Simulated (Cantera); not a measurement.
Feed: 1 mol Al(CH3)3, 180 mol NH3, 24 mol H2, equilibrated at 10.0 Torr.

Cantera equilibrium calculation (NASA polynomials, part measured and part estimated; ideal gas, pure solids and liquids). Candidate condensed phases: Al, AlN, C, C6H6, C7H8, C8H18; 97 gas species. The feed counts by its element totals alone. Equilibrium is a limit: real reactors are often held back by kinetics, nucleation or transport.

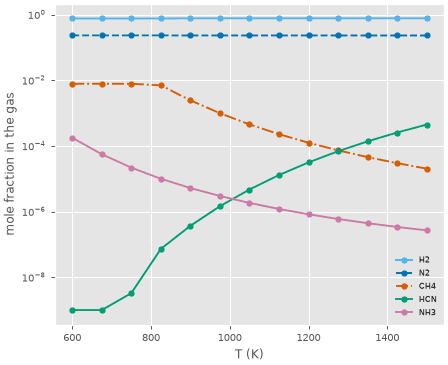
Equilibrium gas composition (values under 1e-9 drawn at 1e-9)

From 600 K to 750 K the condensed part is AlN(s). From 825 K to 1500 K the condensed part is AlN(s) + C(graphite).
